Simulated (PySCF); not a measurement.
```yaml
atoms:
  - { symbol: C, position_ang: [-2.1632, -1.5899, 0.0297] }
  - { symbol: O, position_ang: [-1.6833, -0.4797, 0.7465] }
  - { symbol: C, position_ang: [-0.6417, 0.2927, 0.1399] }
  - { symbol: C, position_ang: [-0.9737, 0.7036, -1.2979] }
  - { symbol: C, position_ang: [0.6582, -0.4527, 0.2172] }
  - { symbol: C, position_ang: [1.8425, -0.0217, -0.1865] }
  - { symbol: C, position_ang: [3.1502, -0.7307, -0.1033] }
  - { symbol: F, position_ang: [1.9606, 1.2132, -0.7518] }
  - { symbol: Si, position_ang: [-0.6800, 1.7964, 1.3389] }
  - { symbol: F, position_ang: [-2.0741, 2.5507, 1.0631] }
  - { symbol: H, position_ang: [-2.7879, -2.1498, 0.7250] }
  - { symbol: H, position_ang: [-1.3471, -2.2323, -0.3200] }
  - { symbol: H, position_ang: [-2.7711, -1.2878, -0.8298] }
  - { symbol: H, position_ang: [-1.9761, 1.1245, -1.3350] }
  - { symbol: H, position_ang: [-0.9171, -0.1486, -1.9748] }
  - { symbol: H, position_ang: [-0.2695, 1.4563, -1.6389] }
  - { symbol: H, position_ang: [0.6164, -1.4211, 0.6920] }
  - { symbol: H, position_ang: [3.5576, -0.8822, -1.1028] }
  - { symbol: H, position_ang: [3.0292, -1.6920, 0.3850] }
  - { symbol: H, position_ang: [3.8632, -0.1271, 0.4575] }
  - { symbol: H, position_ang: [0.3425, 2.7845, 1.0406] }
  - { symbol: H, position_ang: [-0.7462, 1.3133, 2.7045] }
```

Geometry: GFN2-xTB.

All numbers below come from PBE0/pcSseg-1, SCF density, gas phase, non-relativistic in PySCF.

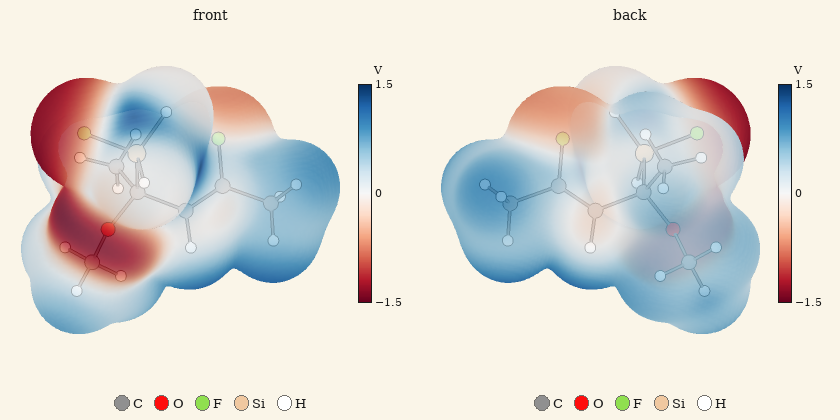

C6H12F2OSi. The electrostatic potential painted on the density surface at 0.002 e/bohr³, seen from the front and from behind; red is negative and blue positive.

### Where is the surface potential most negative and most positive?

The most negative region (about −1.4 V) lies over O2 and F10, the most positive (about +1.2 V) over Si9 and H19.

### What dipole moment does the calculation give?

Its dipole moment is 3.55 D.
